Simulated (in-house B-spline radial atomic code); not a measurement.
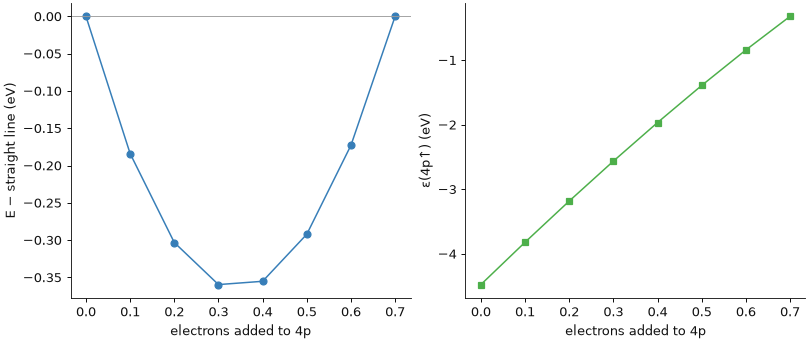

Theory: scalar-relativistic (spin-free one-electron X2C) LDA (Slater, VWN5), spin-polarised, spherical fractional occupations, Fermi nucleus, basis-set limit (computed with an in-house B-spline radial code). The occupation of the 4p shell is varied from Ge ([Ar] 3d10 4s2 4p2 (high spin)) to Ge with charge -0.7 ([Ar] 3d10 4s2 4p2.7 (4p: 2.7 up, 0 down)), with spherical fractional occupations. The plot shows the total energy less the straight line between the end points, and the eigenvalue of 4p↑.

What does the shape say about the method?

Answer. The curve is convex (below the straight line), with the largest deviation among the points computed, −0.36 eV, at 0.3. The eigenvalue, which is the slope of the energy (Janak's theorem), moves from −4.48 eV at 0 to −0.321 eV at 0.7. Convexity is the mark of the delocalisation error, which puts fractional charges too low; for p, d and f shells the spherical spreading of the fraction adds to it. One end point is itself fractional, so the deviation from the line between whole numbers would be larger.
